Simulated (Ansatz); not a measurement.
# AlOF2 (SMILES [O][Al]([F])[F]) at UHSE06/STO-3G

What is the vertical electron affinity of AlOF2 at UHSE06/STO-3G? 

Program for the calculation: Ansatz 0.2.0.

### 1 The system as given

The species is AlOF2 (4 atoms), meant as a doublet with charge 0. As SMILES, `[O][Al]([F])[F]`. Geometry: relaxed at PBE0-D4/def2-TZVP.

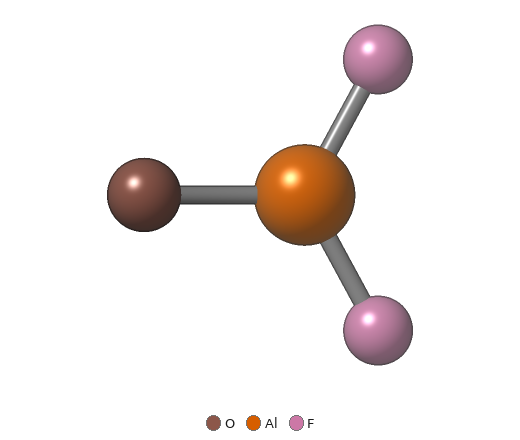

The structure, seen from a chosen angle (oxygen brown, aluminium orange, fluorine pink).

### 2 The energy at UHSE06/STO-3G

Input file in.yaml:

```yaml
crystal:
  periodic: [false, false, false]
  atoms:
    - {symbol: O, position_ang: [0.682900, -0.910900, 1.260000]}
    - {symbol: Al, position_ang: [-0.000600, 0.004300, -0.032400]}
    - {symbol: F, position_ang: [-1.477200, -0.401600, -0.592500]}
    - {symbol: F, position_ang: [0.850400, 1.247900, -0.655300]}
basis:
  gaussian: {orbitals: STO-3G}
magnetization: {spin_polarized: true, initial_magnetization: 1}
hamiltonian: {xc: {name: HSE06}}
accuracy: high
```

Run with:

```console
$ ansatz run in.yaml --threads 1 --pin off --max-ram 2610MiB --events-out events.jsonl --progress --plain --runs-dir runs
```

What it wrote:

```text
Warning: RAYON_NUM_THREADS=1 ignored (pool sized by the plan → 1); use --threads N
Functional definition: HSE06
  name "HSE06"
  parameter a = 0.25
  parameter omega = 0.11/bohr
  exchange = pbe_x - a*pbe_x_sr(omega) + a*exact_x_sr(omega)
  correlation = pbe_c
447 factors; integrals over basis functions are off by at most 2.6e-8 eV
51 factors; integrals over basis functions are off by at most 2.5e-9 eV
mean field evaluation 1: about -13878.8536 eV, gradient 2.0e1 eV
mean field evaluation 2: about -13878.3166 eV, gradient 2.3e1 eV
mean field evaluation 4: about -13881.9937 eV, gradient 2.8e-1 eV
mean field evaluation 8: about -13881.9899 eV, gradient 4.3e-3 eV
mean field evaluation 16: about -13881.9899 eV, gradient 3.6e-5 eV
mean field -13881.98987264 eV, -510.1537182689 hartree, gradient 7.0e-8 eV, S^2 0.752846; 2 other end points of the search recorded, 0 dependent functions left out
reference -13881.98987399 eV, -510.1537183185 hartree; 20, 19 occupied and 4, 5 virtual orbitals, 447 factors
Total energy: -13881.98987399 eV, -510.1537183185 hartree
```

It took 3.3 s on 1 thread of Arm Neoverse V2, shared host; peak memory 0.15 GiB.

### 3 The singlet anion, same level

Edit in.yaml of step 2 so:

```diff
@@ -8,5 +8,7 @@
 basis:
-  gaussian: {orbitals: STO-3G}
-magnetization: {spin_polarized: true, initial_magnetization: 1}
-hamiltonian: {xc: {name: HSE06}}
+  gaussian:
+    orbitals: STO-3G
+total_charge: -1
+hamiltonian:
+  xc: {name: HSE06}
 accuracy: high
```

Run with:

```console
$ ansatz run in.yaml --threads 1 --pin off --max-ram 2610MiB --events-out events.jsonl --progress --plain --runs-dir runs
```

What it wrote, cut to the lines that bear on the results:

```text
Warning: RAYON_NUM_THREADS=1 ignored (pool sized by the plan → 1); use --threads N
[... 6 set-up lines as earlier in the session ...]
447 factors; integrals over basis functions are off by at most 2.6e-8 eV
51 factors; integrals over basis functions are off by at most 2.5e-9 eV
mean field evaluation 1: about -13870.5313 eV, gradient 3.6e1 eV
mean field evaluation 2: about -13737.4008 eV, gradient 1.5e2 eV
mean field evaluation 4: about -13876.8832 eV, gradient 5.1e0 eV
mean field evaluation 8: about -13876.9818 eV, gradient 5.9e-2 eV
mean field evaluation 16: about -13876.9819 eV, gradient 1.6e-6 eV
mean field -13876.98186244 eV, -509.9696772884 hartree, gradient 3.7e-8 eV, S^2 0.000000; 0 other end points of the search recorded, 0 dependent functions left out
reference -13876.98186379 eV, -509.9696773381 hartree; 20, 20 occupied and 4, 4 virtual orbitals, 447 factors
Total energy: -13876.98186379 eV, -509.9696773381 hartree
```

Run time: 1.3 s. Hardware: 1 thread of Arm Neoverse V2, shared host; peak memory 0.1 GiB.

### 4 Outcome

Level: UHSE06/STO-3G.

| quantity | value |
| --- | --- |
| doublet AlOF2: total energy | -510.15372 Eh |
| doublet AlOF2: ⟨S²⟩ | 0.753 |
| singlet anion: total energy | -509.96968 Eh |
| vertical electron affinity (to the singlet anion) | -5.008 eV |

What this shows: The anion lies 5.01 eV (483 kJ/mol) above the neutral: the electron isn't bound at this level, and such a value depends on the basis. Without diffuse functions anions come out too high. In a minimal basis such a difference can be off by several eV, whatever the method.
